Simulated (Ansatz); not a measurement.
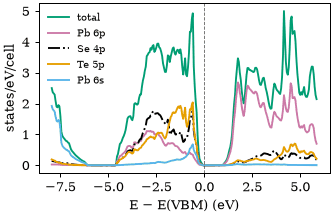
Total and projected density of states of TePb$_{2}$Se in space group R-3m (No. 166; Te on 3b, Pb on 6c, Se on 3a), r²SCAN in the plane-wave PAW code Ansatz

**Question.** Which orbitals carry the states next to the gap?

**Answer.** Top 1 eV of the valence band: Te 5p 42 %, Se 4p 33 %, Pb 6s 13 %, Pb 6p 9 %. Bottom 1 eV of the conduction band: Pb 6p 76 %, Se 4s 6 %. Projections are on Löwdin-orthogonalised atomic valence shells; empty p or d shells of many metals are not among them.

**Question.** Where is the tallest occupied peak in this window, and what makes it?

**Answer.** Near -0.6 eV, about 4.9 states/eV per cell; the largest projected share is Te 5p.

The first step of the workflow began from a Materials Project structure, measured or hypothetical; the Crystallography Open Database copy checked does not list it. With Te and Se taken as one species the cell has the higher symmetry Fm-3m, so it may be an ordered model of a mixed-site phase. Whether it is the stable phase at ambient conditions was not checked. The cell was relaxed with r²SCAN under the symmetry of its start; of distortions, only those at the zone centre were tested. Scalar-relativistic: spin–orbit coupling is off unless named, which matters more the heavier the elements.

Potentials: the later of the program's two PAW sets.
